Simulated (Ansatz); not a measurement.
Input

```
crystal:
  periodic: [false, false, false]
  atoms:
    - {symbol: N, position_ang: [-0.554045, 0.850399, 0.401226]}
    - {symbol: V, position_ang: [0.328252, -0.571297, -0.248416]}
    - {symbol: F, position_ang: [0.628837, -1.698850, 1.025189]}
    - {symbol: F, position_ang: [-0.629287, -1.343522, -1.461092]}
    - {symbol: S, position_ang: [2.016949, 0.167839, -0.997303]}
    - {symbol: H, position_ang: [-0.271819, 1.817593, 0.396556]}
    - {symbol: H, position_ang: [-1.457787, 0.709637, 0.838340]}
basis:
  gaussian: {orbitals: def2-TZVPP}
hamiltonian: {xc: pbe0, dispersion: d4}
output: {orbitals: {seedname: orbitals}}
```

Launched as:

```sh
ansatz run in.yaml --threads 4 --pin off --events-out ev --progress --plain --max-ram 10444MiB
```

Geometry: PBE0-D4/def2-TZVP.

Theory: RKS PBE0-D4/def2-TZVPP in Ansatz.

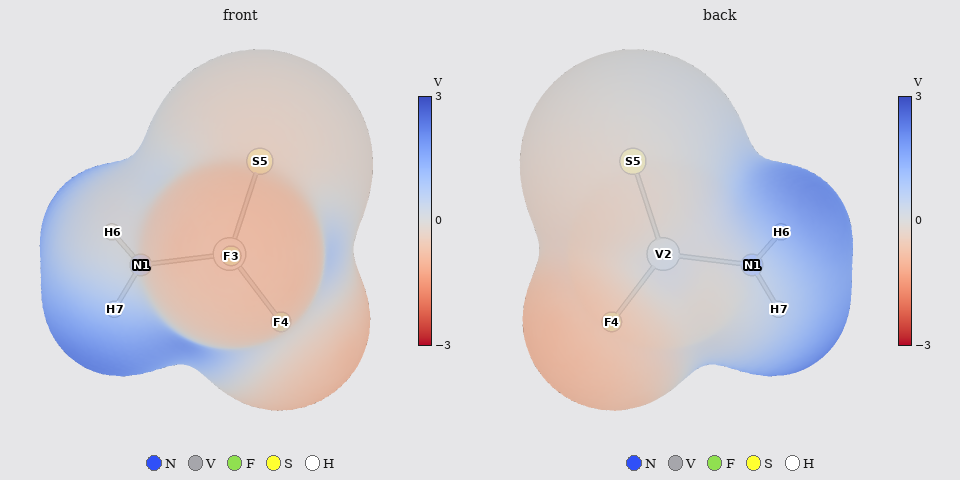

F2H2NSV. The molecular electrostatic potential painted on the density surface at 0.001 e/bohr³, seen from the front and from behind; the colour scale runs from red (negative) to blue (positive).

**Which sites attract a positive test charge, and which a negative one?**

A positive charge is drawn to the negative regions and a negative charge to the positive ones. The most negative region (about −0.9 V, or −21 kcal/mol for a unit charge) lies over F3 and F4, the most positive (about +2.0 V, or +46 kcal/mol for a unit charge) over H6 and H7.
